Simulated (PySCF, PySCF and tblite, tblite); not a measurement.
# C₉H₈O₂: conformers and averaged spectra, part 1 of 2

Aim: find the conformers of C₉H₈O₂ (`C=COC(=O)c1ccccc1`), weigh them, and average their properties.

Programs: PySCF 2.14.0 with density-fitted response routines of our own, and tblite 0.8.0. All values are computed, except where a source is named. Atoms count from 0 throughout.

## 1. The starting structure

19 atoms, charge 0, multiplicity 1; geometry from: MMFF94s geometry.

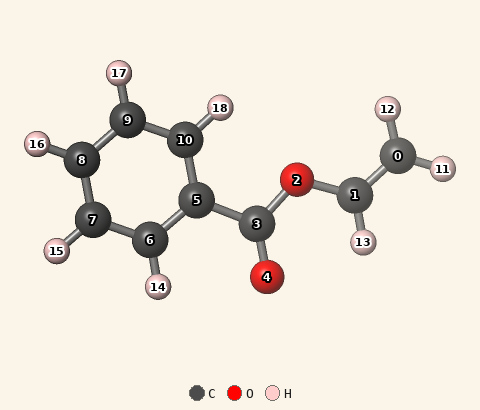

The starting geometry (carbon dark grey, oxygen red, hydrogen pink), atoms numbered.

## 2. GFN2-xTB relaxation, conformer 1

The job: settings as JSON, then the geometry in Å.

```
{"job": {"xc": "GFN2-xTB", "basis": "xTB", "kind": "relax"}, "charge": 0, "multiplicity": 1}
C      4.013500     0.899700    -0.228900
C      3.094500    -0.055200    -0.053300
O      1.741000     0.211400    -0.065500
C      0.898000    -0.841400     0.123800
O      1.221000    -2.013000     0.338800
C     -0.526900    -0.401800     0.074900
C     -1.523600    -1.361100     0.260100
C     -2.865100    -0.994100     0.226600
C     -3.221000     0.326500    -0.004300
C     -2.241100     1.293500    -0.187400
C     -0.890500     0.931600    -0.152700
H      5.061700     0.673500    -0.204500
H      3.699600     1.931200    -0.393600
H      3.366700    -1.095800     0.131500
H     -1.262700    -2.396400     0.444500
H     -3.645200    -1.750300     0.379900
H     -4.274200     0.616900    -0.034400
H     -2.517700     2.325000    -0.369400
H     -0.137600     1.708900    -0.293600
```

Launch:

```sh
OMP_NUM_THREADS=1 python ens_run.py task.json out
```

One launch serves the whole session.

The log of the run:

```text
step      E/eV     max force
  0    -855.59747    2.288
  1    -855.64770    2.124
  2    -855.68404    0.316
  3    -855.69148    0.296
  4    -855.69530    0.229
  5    -855.69774    0.155
  6    -855.69948    0.084
  7    -855.70037    0.093
  8    -855.70131    0.109
  9    -855.70218    0.089
 10    -855.70284    0.066
 11    -855.70332    0.063
 12    -855.70364    0.040
 13    -855.70364    0.040
 14    -855.70376    0.030
 15    -855.70395    0.038
 16    -855.70401    0.029
 17    -855.70408    0.023
 18    -855.70413    0.019
 19    -855.70415    0.013
 20    -855.70417    0.014
 21    -855.70419    0.013
 22    -855.70420    0.012
 23    -855.70421    0.013
 24    -855.70423    0.015
 25    -855.70424    0.009
 26    -855.70424    0.004
```

It took 0.17 s on 1 thread of Intel Xeon 6975P-C, shared host.

Relaxing gained 0.107 eV and moved the atoms by 0.03 Å on average (rms).

GFN2-xTB relaxation, conformer 2:

The job: settings as JSON, then the geometry in Å.

```
{"job": {"xc": "GFN2-xTB", "basis": "xTB", "kind": "relax"}, "charge": 0, "multiplicity": 1}
C      3.966100    -0.470400     0.021700
C      3.090200     0.392300    -0.544300
O      1.702800     0.411300    -0.438200
C      0.941800    -0.498300     0.220300
O      1.328900    -1.493700     0.843700
C     -0.506500    -0.147700     0.120800
C     -0.953800     0.990800    -0.569400
C     -2.315100     1.277000    -0.625500
C     -3.237000     0.426100    -0.007500
C     -2.805300    -0.701400     0.682900
C     -1.439300    -0.990000     0.743200
H      5.019900    -0.356700    -0.142200
H      3.643200    -1.292800     0.661600
H      3.416200     1.214800    -1.161900
H     -0.262900     1.671200    -1.056800
H     -2.670700     2.154200    -1.152800
H     -4.303800     0.656300    -0.056800
H     -3.519800    -1.363500     1.163200
H     -1.104800    -1.870400     1.290700
```

The log of the run:

```text
step      E/eV     max force
  0    -855.50018    2.337
  1    -855.55139    2.406
  2    -855.60361    0.401
  3    -855.61522    0.336
  4    -855.62312    0.313
  5    -855.62666    0.251
  6    -855.63085    0.213
  7    -855.63301    0.150
  8    -855.63481    0.175
  9    -855.63661    0.145
 10    -855.63779    0.098
 11    -855.63836    0.064
 12    -855.63875    0.049
 13    -855.63916    0.070
 14    -855.63950    0.068
 15    -855.63974    0.058
 16    -855.63992    0.051
 17    -855.64014    0.052
 18    -855.64038    0.068
 19    -855.64060    0.049
 20    -855.64075    0.032
 21    -855.64075    0.032
 22    -855.64082    0.025
 23    -855.64095    0.024
 24    -855.64097    0.025
 25    -855.64100    0.018
 26    -855.64104    0.014
 27    -855.64106    0.014
 28    -855.64109    0.015
 29    -855.64112    0.021
 30    -855.64116    0.015
 31    -855.64120    0.021
 32    -855.64125    0.019
 33    -855.64130    0.017
 34    -855.64133    0.018
 35    -855.64137    0.016
 36    -855.64140    0.014
 37    -855.64143    0.015
 38    -855.64147    0.014
 39    -855.64150    0.017
 40    -855.64152    0.017
 41    -855.64154    0.013
 42    -855.64155    0.007
 43    -855.64156    0.006
 44    -855.64156    0.005
 45    -855.64157    0.005
 46    -855.64157    0.004
```

It took 0.25 s on 1 thread of Intel Xeon 6975P-C, shared host.

The energy fell by 0.141 eV, and the atoms moved 0.04 Å (root mean square).

## 3. Shieldings, conformer 1: PBE0/6-31G*

The job: settings as JSON, then the geometry in Å.

```
{"job": {"xc": "PBE0", "basis": "6-31G*", "kind": "nmr", "pop": true}, "charge": 0, "multiplicity": 1}
C      3.973749     0.891585    -0.223667
C      3.083881    -0.066587    -0.044175
O      1.737914     0.199004    -0.067075
C      0.880050    -0.827946     0.129515
O      1.237704    -1.963326     0.323941
C     -0.532436    -0.391016     0.077205
C     -1.522666    -1.353881     0.264866
C     -2.855589    -0.993983     0.225262
C     -3.208376     0.327253    -0.001895
C     -2.226857     1.288112    -0.189363
C     -0.890814     0.935634    -0.150682
H      5.023759     0.670891    -0.204040
H      3.677261     1.911294    -0.393929
H      3.335606    -1.105521     0.130098
H     -1.222302    -2.375861     0.439636
H     -3.620954    -1.741501     0.371234
H     -4.250543     0.609321    -0.032798
H     -2.506040     2.316301    -0.366121
H     -0.123150     1.679477    -0.295474
```

The log of the run:

```text
coarse grid: 16912 points
cycle   1  E = -497.5605245580  dE =  2.163e+00  |g| = 9.029e-01  |ddm| = 4.584e+00
cycle   2  E = -497.2048266112  dE =  3.557e-01  |g| = 1.634e+00  |ddm| = 2.128e+00
cycle   3  E = -497.7100642630  dE = -5.052e-01  |g| = 2.962e-01  |ddm| = 1.561e+00
cycle   4  E = -497.7276056201  dE = -1.754e-02  |g| = 8.490e-02  |ddm| = 3.221e-01
cycle   5  E = -497.7288176689  dE = -1.212e-03  |g| = 2.622e-02  |ddm| = 7.458e-02
cycle   6  E = -497.7289727039  dE = -1.550e-04  |g| = 6.845e-03  |ddm| = 3.044e-02
cycle   7  E = -497.7289833592  dE = -1.066e-05  |g| = 2.514e-03  |ddm| = 8.811e-03
cycle   8  E = -497.7289849313  dE = -1.572e-06  |g| = 6.473e-04  |ddm| = 2.864e-03
final grid: 166264 points
cycle   9  E = -497.6306239446  dE = -2.775e-05  |g| = 1.174e-02  |ddm| = 3.437e-02
cycle  10  E = -497.6305930318  dE =  3.091e-05  |g| = 1.731e-02  |ddm| = 2.581e-02
cycle  11  E = -497.6306540583  dE = -6.103e-05  |g| = 2.598e-03  |ddm| = 1.618e-02
cycle  12  E = -497.6306553498  dE = -1.292e-06  |g| = 6.299e-04  |ddm| = 2.407e-03
cycle  13  E = -497.6306554264  dE = -7.656e-08  |g| = 1.419e-04  |ddm| = 6.450e-04
cycle  14  E = -497.6306554303  dE = -3.876e-09  |g| = 5.371e-05  |ddm| = 1.672e-04
cycle  15  E = -497.6306554309  dE = -6.660e-10  |g| = 1.694e-05  |ddm| = 5.700e-05
converged SCF energy = -497.6306554309

GIAO shielding tensors (ppm)
atom      isotropic    diamagn.    paramagn.     s11        s22        s33       span
  0 C      104.136     260.301    -156.166     14.699    119.595    178.112    163.414
  1 C       59.953     246.896    -186.943    -42.790     85.155    137.495    180.285
  2 O      118.925     402.620    -283.695    -26.538    129.343    253.969    280.507
  3 C       41.073     250.275    -209.203    -48.429     83.792     87.855    136.284
  4 O      -26.627     401.063    -427.690   -267.902   -165.225    353.245    621.147
  5 C       72.884     256.079    -183.194    -11.913     58.243    172.323    184.236
  6 C       69.164     260.574    -191.410    -28.747     46.333    189.905    218.652
  7 C       73.756     257.254    -183.498    -21.950     56.514    186.704    208.654
  8 C       69.001     256.131    -187.130    -29.787     49.703    187.086    216.873
  9 C       74.097     258.219    -184.121    -21.645     57.504    186.433    208.077
 10 C       71.589     263.961    -192.373    -20.596     46.091    189.271    209.867
 11 H       27.717      27.337       0.380     26.255     26.431     30.466      4.212
 12 H       27.485      33.739      -6.255     25.357     25.500     31.598      6.241
 13 H       24.335      28.016      -3.681     20.355     23.681     28.969      8.613
 14 H       23.913      32.074      -8.161     19.504     23.536     28.699      9.195
 15 H       24.772      27.326      -2.554     21.071     25.416     27.830      6.759
 16 H       24.711      26.313      -1.602     21.379     25.002     27.753      6.374
 17 H       24.839      29.570      -4.731     21.080     25.367     28.072      6.993
 18 H       24.067      35.382     -11.315     19.070     23.770     29.361     10.291
```

Run time: 22 s. Hardware: 1 thread of Intel Xeon 6975P-C, shared host; peak memory 0.83 GiB.

Key values: HOMO -7.06 eV, LUMO -1.30 eV; dipole 2.11 D.

## 4. Shieldings, conformer 2: PBE0/6-31G*

The job: settings as JSON, then the geometry in Å.

```
{"job": {"xc": "PBE0", "basis": "6-31G*", "kind": "nmr", "pop": false}, "charge": 0, "multiplicity": 1}
C      3.899655    -0.488161     0.038578
C      3.067432     0.370071    -0.522303
O      1.696829     0.426540    -0.449524
C      0.937859    -0.469579     0.212287
O      1.358492    -1.429264     0.808909
C     -0.503538    -0.128755     0.114987
C     -0.959597     0.996912    -0.566725
C     -2.314610     1.265159    -0.621370
C     -3.219704     0.418281    -0.001077
C     -2.770266    -0.703222     0.678329
C     -1.417653    -0.977077     0.737116
H      4.956487    -0.378649    -0.124998
H      3.570195    -1.301871     0.656874
H      3.405981     1.188984    -1.145024
H     -0.252810     1.654359    -1.048181
H     -2.668149     2.138331    -1.149562
H     -4.277132     0.633428    -0.047360
H     -3.476120    -1.362271     1.161385
H     -1.043155    -1.843964     1.260196
```

The log of the run:

```text
coarse grid: 16912 points
cycle   1  E = -497.5552522888  dE =  2.166e+00  |g| = 8.968e-01  |ddm| = 4.568e+00
cycle   2  E = -497.1847552878  dE =  3.705e-01  |g| = 1.647e+00  |ddm| = 2.125e+00
cycle   3  E = -497.7037511409  dE = -5.190e-01  |g| = 3.035e-01  |ddm| = 1.583e+00
cycle   4  E = -497.7221535006  dE = -1.840e-02  |g| = 8.401e-02  |ddm| = 3.300e-01
cycle   5  E = -497.7232990062  dE = -1.146e-03  |g| = 2.944e-02  |ddm| = 7.582e-02
cycle   6  E = -497.7234873657  dE = -1.884e-04  |g| = 8.103e-03  |ddm| = 3.258e-02
cycle   7  E = -497.7235034020  dE = -1.604e-05  |g| = 2.523e-03  |ddm| = 9.690e-03
cycle   8  E = -497.7235049006  dE = -1.499e-06  |g| = 6.063e-04  |ddm| = 2.581e-03
final grid: 166264 points
cycle   9  E = -497.6253874577  dE = -2.437e-05  |g| = 1.163e-02  |ddm| = 2.907e-02
cycle  10  E = -497.6253564540  dE =  3.100e-05  |g| = 1.727e-02  |ddm| = 2.581e-02
cycle  11  E = -497.6254172013  dE = -6.075e-05  |g| = 2.653e-03  |ddm| = 1.608e-02
cycle  12  E = -497.6254185375  dE = -1.336e-06  |g| = 6.399e-04  |ddm| = 2.438e-03
cycle  13  E = -497.6254186177  dE = -8.020e-08  |g| = 1.482e-04  |ddm| = 6.798e-04
cycle  14  E = -497.6254186222  dE = -4.428e-09  |g| = 5.286e-05  |ddm| = 1.681e-04
cycle  15  E = -497.6254186228  dE = -6.589e-10  |g| = 1.466e-05  |ddm| = 5.345e-05
converged SCF energy = -497.6254186228

GIAO shielding tensors (ppm)
atom      isotropic    diamagn.    paramagn.     s11        s22        s33       span
  0 C       96.446     257.688    -161.243      2.956    108.129    178.252    175.296
  1 C       57.933     245.110    -187.177    -34.541     92.801    115.540    150.081
  2 O      130.295     405.163    -274.868    -37.406    144.412    283.879    321.286
  3 C       38.443     253.047    -214.603    -49.064     78.764     85.629    134.693
  4 O      -49.286     403.061    -452.346   -311.168   -163.593    326.905    638.073
  5 C       71.242     256.119    -184.877    -12.505     56.138    170.093    182.598
  6 C       72.045     263.080    -191.036    -19.612     47.174    188.572    208.184
  7 C       74.187     257.778    -183.591    -21.583     57.893    186.252    207.835
  8 C       69.413     256.086    -186.673    -29.278     50.372    187.146    216.425
  9 C       73.797     257.568    -183.772    -21.959     56.799    186.551    208.511
 10 C       69.774     261.419    -191.645    -28.000     46.368    190.954    218.954
 11 H       27.559      26.446       1.113     26.119     26.714     29.843      3.723
 12 H       25.724      32.704      -6.980     21.030     25.670     30.472      9.442
 13 H       25.697      28.029      -2.331     21.707     26.868     28.518      6.811
 14 H       24.230      34.375     -10.145     19.505     23.662     29.524     10.019
 15 H       24.882      28.890      -4.008     21.168     25.427     28.050      6.882
 16 H       24.747      26.218      -1.471     21.428     25.058     27.756      6.329
 17 H       24.781      27.914      -3.132     21.078     25.399     27.867      6.789
 18 H       23.933      33.158      -9.225     19.534     23.521     28.743      9.209
```

Wall time 20 s (1 thread of Intel Xeon 6975P-C, shared host); peak memory 0.84 GiB.

This run: HOMO -7.06 eV, LUMO -1.24 eV; dipole 2.13 D.

## 5. Couplings, conformer 1: B3LYP/6-31G*+pcJ-1

The job: settings as JSON, then the geometry in Å.

```
{"job": {"xc": "B3LYP", "basis": {"default": "6-31G*", "H": "pcJ-1"}, "nuclei": ["H", "F", "P", "Si", "B"], "kind": "j"}, "charge": 0, "multiplicity": 1}
C      3.973749     0.891585    -0.223667
C      3.083881    -0.066587    -0.044175
O      1.737914     0.199004    -0.067075
C      0.880050    -0.827946     0.129515
O      1.237704    -1.963326     0.323941
C     -0.532436    -0.391016     0.077205
C     -1.522666    -1.353881     0.264866
C     -2.855589    -0.993983     0.225262
C     -3.208376     0.327253    -0.001895
C     -2.226857     1.288112    -0.189363
C     -0.890814     0.935634    -0.150682
H      5.023759     0.670891    -0.204040
H      3.677261     1.911294    -0.393929
H      3.335606    -1.105521     0.130098
H     -1.222302    -2.375861     0.439636
H     -3.620954    -1.741501     0.371234
H     -4.250543     0.609321    -0.032798
H     -2.506040     2.316301    -0.366121
H     -0.123150     1.679477    -0.295474
```

The log of the run:

```text
coarse grid: 16912 points
cycle   1  E = -498.1083362033  dE =  2.090e+00  |g| = 9.793e-01  |ddm| = 4.495e+00
cycle   2  E = -497.6242329749  dE =  4.841e-01  |g| = 1.850e+00  |ddm| = 2.392e+00
cycle   3  E = -498.2761350502  dE = -6.519e-01  |g| = 3.696e-01  |ddm| = 1.808e+00
cycle   4  E = -498.3035297048  dE = -2.739e-02  |g| = 1.051e-01  |ddm| = 3.878e-01
cycle   5  E = -498.3053194262  dE = -1.790e-03  |g| = 3.540e-02  |ddm| = 9.194e-02
cycle   6  E = -498.3055996315  dE = -2.802e-04  |g| = 9.114e-03  |ddm| = 3.858e-02
cycle   7  E = -498.3056183882  dE = -1.876e-05  |g| = 3.459e-03  |ddm| = 1.148e-02
cycle   8  E = -498.3056214140  dE = -3.026e-06  |g| = 8.371e-04  |ddm| = 3.660e-03
final grid: 166264 points
cycle   9  E = -498.2143581979  dE = -4.645e-05  |g| = 6.921e-03  |ddm| = 3.855e-02
cycle  10  E = -498.2143527162  dE =  5.482e-06  |g| = 8.537e-03  |ddm| = 1.510e-02
cycle  11  E = -498.2143703138  dE = -1.760e-05  |g| = 2.132e-03  |ddm| = 9.296e-03
cycle  12  E = -498.2143712097  dE = -8.960e-07  |g| = 4.372e-04  |ddm| = 2.095e-03
cycle  13  E = -498.2143712412  dE = -3.145e-08  |g| = 1.750e-04  |ddm| = 4.821e-04
cycle  14  E = -498.2143712469  dE = -5.669e-09  |g| = 5.968e-05  |ddm| = 1.895e-04
cycle  15  E = -498.2143712477  dE = -8.092e-10  |g| = 1.633e-05  |ddm| = 6.125e-05
converged SCF energy = -498.2143712477

Indirect spin-spin couplings (Hz)
  i      j    bonds     total        FC       PSO       DSO        SD
 11 H   12 H    2     -3.023    -2.310     2.951    -3.664         -
 11 H   13 H    3      7.865     8.249     0.210    -0.594         -
 11 H   14 H    7     -0.197     0.024     0.429    -0.650         -
 11 H   15 H    8     -0.186     0.017     0.392    -0.596         -
 11 H   16 H    9     -0.175     0.025     0.385    -0.586         -
 11 H   17 H    8     -0.184    -0.008     0.356    -0.533         -
 11 H   18 H    7     -0.181     0.022     0.353    -0.556         -
 12 H   13 H    3     13.931    15.426     1.717    -3.212         -
 12 H   14 H    7     -0.222     0.021     0.470    -0.713         -
 12 H   15 H    8     -0.197     0.000     0.369    -0.566         -
 12 H   18 H    7      0.334     0.018    -0.748     1.064         -
 13 H   15 H    7     -0.215    -0.003     0.449    -0.661         -
 13 H   16 H    8     -0.257    -0.002     0.511    -0.766         -
 13 H   17 H    7     -0.260     0.007     0.565    -0.832         -
 13 H   18 H    6     -0.270     0.033     0.729    -1.033         -
 14 H   15 H    3      9.038     9.199     0.142    -0.302         -
 14 H   16 H    4      0.546     1.178     1.166    -1.798         -
 14 H   18 H    4      1.075     1.736     1.197    -1.859         -
 15 H   16 H    3      8.386     8.596     0.219    -0.429         -
 15 H   17 H    4      0.434     1.091     1.206    -1.863         -
 16 H   17 H    3      8.424     8.631     0.205    -0.413         -
 16 H   18 H    4      0.440     1.059     1.147    -1.766         -
 17 H   18 H    3      9.070     9.201     0.082    -0.213         -
```

It took 38 s on 1 thread of Intel Xeon 6975P-C, shared host; peak memory 1.1 GiB.

Key values: HOMO -6.80 eV, LUMO -1.44 eV; dipole 2.09 D.

## 6. Couplings, conformer 2: B3LYP/6-31G*+pcJ-1

The job: settings as JSON, then the geometry in Å.

```
{"job": {"xc": "B3LYP", "basis": {"default": "6-31G*", "H": "pcJ-1"}, "nuclei": ["H", "F", "P", "Si", "B"], "kind": "j"}, "charge": 0, "multiplicity": 1}
C      3.899655    -0.488161     0.038578
C      3.067432     0.370071    -0.522303
O      1.696829     0.426540    -0.449524
C      0.937859    -0.469579     0.212287
O      1.358492    -1.429264     0.808909
C     -0.503538    -0.128755     0.114987
C     -0.959597     0.996912    -0.566725
C     -2.314610     1.265159    -0.621370
C     -3.219704     0.418281    -0.001077
C     -2.770266    -0.703222     0.678329
C     -1.417653    -0.977077     0.737116
H      4.956487    -0.378649    -0.124998
H      3.570195    -1.301871     0.656874
H      3.405981     1.188984    -1.145024
H     -0.252810     1.654359    -1.048181
H     -2.668149     2.138331    -1.149562
H     -4.277132     0.633428    -0.047360
H     -3.476120    -1.362271     1.161385
H     -1.043155    -1.843964     1.260196
```

The log of the run:

```text
coarse grid: 16912 points
cycle   1  E = -498.1027264830  dE =  2.093e+00  |g| = 9.736e-01  |ddm| = 4.477e+00
cycle   2  E = -497.6035326904  dE =  4.992e-01  |g| = 1.860e+00  |ddm| = 2.387e+00
cycle   3  E = -498.2689569513  dE = -6.654e-01  |g| = 3.790e-01  |ddm| = 1.831e+00
cycle   4  E = -498.2977862930  dE = -2.883e-02  |g| = 1.038e-01  |ddm| = 3.975e-01
cycle   5  E = -498.2994544342  dE = -1.668e-03  |g| = 3.971e-02  |ddm| = 9.392e-02
cycle   6  E = -498.2997939166  dE = -3.395e-04  |g| = 1.106e-02  |ddm| = 4.156e-02
cycle   7  E = -498.2998240081  dE = -3.009e-05  |g| = 3.490e-03  |ddm| = 1.287e-02
cycle   8  E = -498.2998269231  dE = -2.915e-06  |g| = 7.804e-04  |ddm| = 3.295e-03
final grid: 166264 points
cycle   9  E = -498.2088385666  dE = -4.052e-05  |g| = 6.949e-03  |ddm| = 3.117e-02
cycle  10  E = -498.2088319232  dE =  6.643e-06  |g| = 8.890e-03  |ddm| = 1.523e-02
cycle  11  E = -498.2088505362  dE = -1.861e-05  |g| = 2.506e-03  |ddm| = 9.672e-03
cycle  12  E = -498.2088517472  dE = -1.211e-06  |g| = 4.346e-04  |ddm| = 2.263e-03
cycle  13  E = -498.2088517803  dE = -3.308e-08  |g| = 1.675e-04  |ddm| = 5.244e-04
cycle  14  E = -498.2088517859  dE = -5.617e-09  |g| = 5.518e-05  |ddm| = 1.920e-04
cycle  15  E = -498.2088517867  dE = -7.137e-10  |g| = 1.546e-05  |ddm| = 5.802e-05
converged SCF energy = -498.2088517867

Indirect spin-spin couplings (Hz)
  i      j    bonds     total        FC       PSO       DSO        SD
 11 H   12 H    2     -3.938    -3.292     2.780    -3.426         -
 11 H   13 H    3      9.098     9.497     0.188    -0.587         -
 11 H   14 H    7     -0.214     0.011     0.430    -0.654         -
 11 H   15 H    8     -0.200    -0.002     0.387    -0.585         -
 11 H   16 H    9     -0.186     0.026     0.405    -0.617         -
 11 H   17 H    8     -0.201     0.008     0.412    -0.621         -
 11 H   18 H    7     -0.211     0.018     0.464    -0.693         -
 12 H   13 H    3     15.091    16.567     1.720    -3.195         -
 12 H   14 H    7     -0.237     0.015     0.486    -0.737         -
 12 H   15 H    8     -0.234    -0.006     0.434    -0.663         -
 12 H   16 H    9     -0.191     0.022     0.391    -0.604         -
 13 H   14 H    6      0.276     0.076    -0.326     0.526         -
 13 H   16 H    8     -0.219    -0.008     0.428    -0.639         -
 13 H   17 H    7     -0.219     0.040     0.524    -0.783         -
 13 H   18 H    6     -0.338     0.002     0.703    -1.043         -
 14 H   15 H    3      9.064     9.195     0.080    -0.211         -
 14 H   16 H    4      0.429     1.049     1.148    -1.768         -
 14 H   18 H    4      1.086     1.750     1.196    -1.860         -
 15 H   16 H    3      8.414     8.622     0.206    -0.414         -
 15 H   17 H    4      0.436     1.093     1.206    -1.863         -
 16 H   17 H    3      8.373     8.584     0.218    -0.428         -
 16 H   18 H    4      0.541     1.173     1.163    -1.794         -
 17 H   18 H    3      9.049     9.207     0.137    -0.295         -
```

Run time: 38 s. Hardware: 1 thread of Intel Xeon 6975P-C, shared host; peak memory 1.1 GiB.

In short: HOMO -6.80 eV, LUMO -1.38 eV; dipole 2.13 D.

(Continued in part 2 of 2.)
